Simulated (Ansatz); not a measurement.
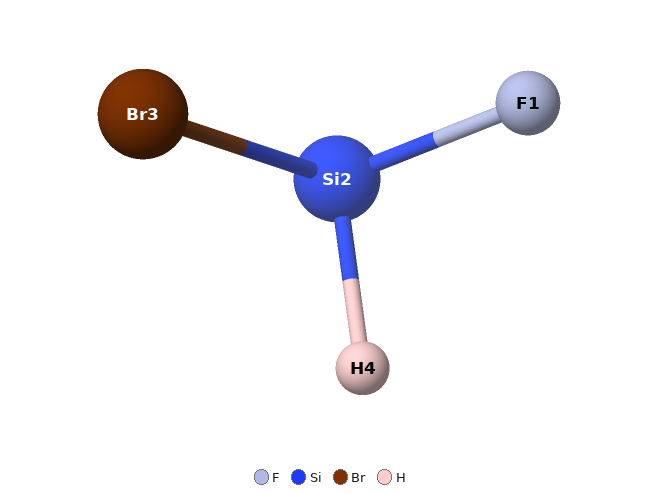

The species has charge −1 and is a spin singlet. Computed geometry: PBE-D4/def2-SVPD optimisation. No frequency run is at hand to confirm it as a minimum.

List the bonds and their lengths.

```csv
bond,length (Å)
F1–Si2,1.740
Si2–Br3,2.487
Si2–H4,1.569
```
